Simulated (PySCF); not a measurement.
**InF (SMILES [F][In]) at 3 levels**

Aim: a comparison of 3 runs (UPBE0/STO-6G, CCSDT/STO-6G, FCI/STO-6G) of InF. 

The calculation is run with PySCF 2.14.0.

12 further runs of the same task are left out: 3 that didn't finish, 9 set aside as unsound or not needed.

## 1. The system as given

InF has 2 atoms, charge 0, and is taken as a singlet. As SMILES, `[F][In]`. The F1–In2 distance was set to 2.431 Å, away from the relaxed value.

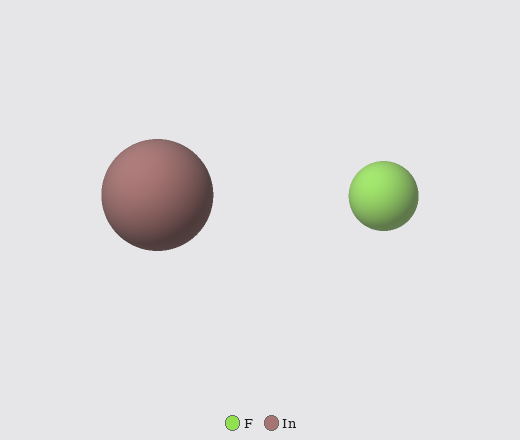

The structure, seen from a chosen angle (fluorine green, indium brown).

## 2. A single-point energy at UPBE0/STO-6G (run 1)

The input, run.py:

```python
from pyscf import gto, dft

molecule = gto.M(
    atom=[
    ('F', (0.000000, 0.000000, -0.405110)),
    ('In', (0.000000, 0.000000, 2.025490)),
],
    verbose=3,
    basis='sto-6g',
    max_memory=1860,
    spin=0,
)

mf = dft.UKS(molecule, xc='pbe0')
mf.grids.level = 5
mf.conv_tol = 1e-10
mf.kernel()
if not mf.converged:
    mf = mf.newton().run(mf.mo_coeff, mf.mo_occ)
for _ in range(3):
    mo, _, stable, _ = mf.stability(return_status=True)
    if stable:
        break
    mf.kernel(mf.make_rdm1(mo, mf.mo_occ))

e_tot = mf.e_tot
print('E = %.10f Eh' % e_tot)
```

Launch:

```
$ OMP_NUM_THREADS=1 python run.py
```

Standard output:

```text
converged SCF energy = -5813.59250772965  <S^2> = 1.6697754e-13  2S+1 = 1
<class 'pyscf.dft.uks.UKS'> wavefunction is stable in the internal stability analysis
E = -5813.5925077297 Eh
```

Wall time 13 s (1 thread of Arm Neoverse V1, shared host); peak memory 0.31 GiB.

## 3. A single-point energy at CCSDT/STO-6G (run 2)

The input, calc.py:

```python
from pyscf import gto, cc

mol = gto.M(
    atom='''
F      0.000000     0.000000    -0.765547
In     0.000000     0.000000     3.827621
''',
    max_memory=1860,
    basis='sto-6g',
    unit='bohr',
    charge=0,
    verbose=3,
    spin=0,
)

hf = mol.RHF()
hf.conv_tol = 1e-10
hf.kernel()
if not hf.converged:
    hf = hf.newton().run(hf.mo_coeff, hf.mo_occ)

mycc = cc.CCSDT(hf, frozen=19)
mycc.kernel()
etot = mycc.e_tot
print(f'total energy: {etot:.8f} hartree')
```

Launch:

```
$ OMP_NUM_THREADS=1 python calc.py
```

Standard output:

```text
converged SCF energy = -5811.48777643591
_make_eris_incore_RCCSDT

WARN: A large `blksize` is being used, which may cause large memory consumption
      for storing contraction intermediates. If memory is sufficient, consider using
      `pyscf.cc.rccsdt_highm.RCCSDT` instead.

RCCSDT converged
E(RCCSDT) = -5811.575585481908   E_corr = -0.08780904600036457
E_corr(same-spin) = -0.00902621721192684
E_corr(oppo-spin) = -0.0787828287884377
total energy: -5811.57558548 hartree
```

Wall time 3.3 s (1 thread of Arm Neoverse V1, shared host); peak memory 0.12 GiB.

## 4. The energy at FCI/STO-6G (run 3)

The input, input.py:

```python
from pyscf import gto, mcscf
from pyscf import fci

molecule = gto.M(
    atom=[
    ('F', (0.000000, 0.000000, -0.405110)),
    ('In', (0.000000, 0.000000, 2.025490)),
],
    max_memory=1860,
    verbose=4,
    basis='sto-6g',
)

hf = molecule.RHF()
hf.conv_tol = 1e-10
hf.kernel()
if not hf.converged:
    hf = hf.newton().run(hf.mo_coeff, hf.mo_occ)

cas = mcscf.CASCI(hf, hf.mo_coeff.shape[-1] - 19, (molecule.nelec[0] - 19, molecule.nelec[1] - 19))  # full CI above the frozen core
cas.fcisolver = fci.direct_spin0.FCI(molecule)  # even spin states alone
cas.kernel()
print('<S^2> = %.4f' % cas.fcisolver.spin_square(cas.ci, cas.ncas, cas.nelecas)[0])
etot = cas.e_tot
print('E(%s) = %.9f' % ('FCI', etot))
```

Launch:

```
$ OMP_NUM_THREADS=1 python input.py
```

Standard output:

```text
PySCF version 2.14.0

[... 58 lines left out ...]
converged SCF energy = -5811.48777639964
[... 1 line left out ...]
******** <class 'pyscf.mcscf.casci.CASCI'> ********
CAS (10e+10e, 13o), ncore = 19, nvir = 0
natorb = False
canonicalization = True
sorting_mo_energy = False
******** <class 'pyscf.fci.direct_spin0.FCISolver'> ********
max. cycles = 100
conv_tol = 1e-10
davidson only = False
linear dependence = 1e-14
level shift = 0.001
max iter space = 12
nroots = 1
pspace_size = 400
spin = None
Density matrix diagonal elements [1.99872663 1.99963565 1.99963565 1.99978249 1.99978249 1.99969401
 1.90339918 1.95505044 1.95505044 1.83618129 0.09733375 0.09733375
 0.15839424]
CASCI converged
CASCI E = -5811.57730426937  E(CI) = -100.827786998905  S^2 = 0.0000000
<S^2> = 0.0000
E(FCI) = -5811.577304269
```

It took 3.9 s on 1 thread of Arm Neoverse V1, shared host; peak memory 0.14 GiB.

## 5. Overview of the runs

```csv
run,level,integration grid,follow instability,energy (Eh),dipole moment (D) of the reference,HOMO energy (eV),LUMO energy (eV),wall time
1,UPBE0/STO-6G,5,yes,-5813.592508,1.60,-2.34,2.20,13 s
2,CCSDT/STO-6G,–,–,-5811.575585,2.42,-4.07,5.59,3.3 s
3,FCI/STO-6G,–,–,-5811.577304,2.42,-4.07,5.59,3.9 s
```

## 6. Outcome

```
                                           quantity           value
                                run 3: total energy  -5811.57730 Eh
        run 3: dipole moment (Hartree–Fock density)          2.42 D
         run 3: HOMO energy (Hartree–Fock orbitals)        -4.07 eV
         run 3: LUMO energy (Hartree–Fock orbitals)         5.59 eV
       run 3: HOMO–LUMO gap (Hartree–Fock orbitals)         9.66 eV
run 3: correlation energy (19 core orbitals frozen)       -89.5 mEh
```

Against full CI in this basis: CCSDT +1.7 mEh. In runs 1, 2, 3 the basis is minimal, so the values are rough. In runs 1, 2, 3 relativity is left out where basis or elements ask for it. All runs together took 20 s, the longest 13 s.
